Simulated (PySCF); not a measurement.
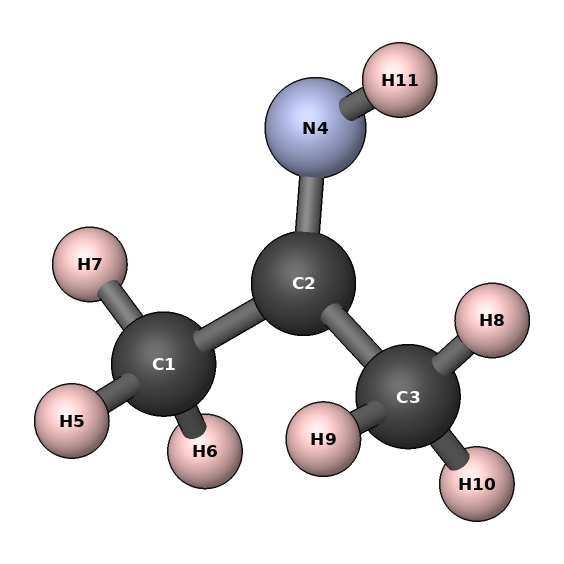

Geometry: a frame of a GFN2-xTB molecular-dynamics simulation, not a minimum. Properties computed with GIAO PBE0/pcSseg-1 NMR shielding, non-relativistic, gas phase (PySCF 2.14.0). Principal shieldings σ11 ≤ σ22 ≤ σ33, span Ω = σ33 − σ11, skew κ = 3(σiso − σ22)/Ω.

> Which C atom has the most anisotropic shielding?

C2, with a span of 230 ppm.

Give the shielding tensors of the C atoms.

```
atom    σ11    σ22    σ33   σiso      Ω     κ
  C1  129.1  145.4  181.3  152.0   52.2  0.38
  C2  −97.0    3.2  133.1   13.1  230.1  0.13
  C3  125.1  152.2  191.9  156.4   66.8  0.19
```

Shieldings and span in ppm.
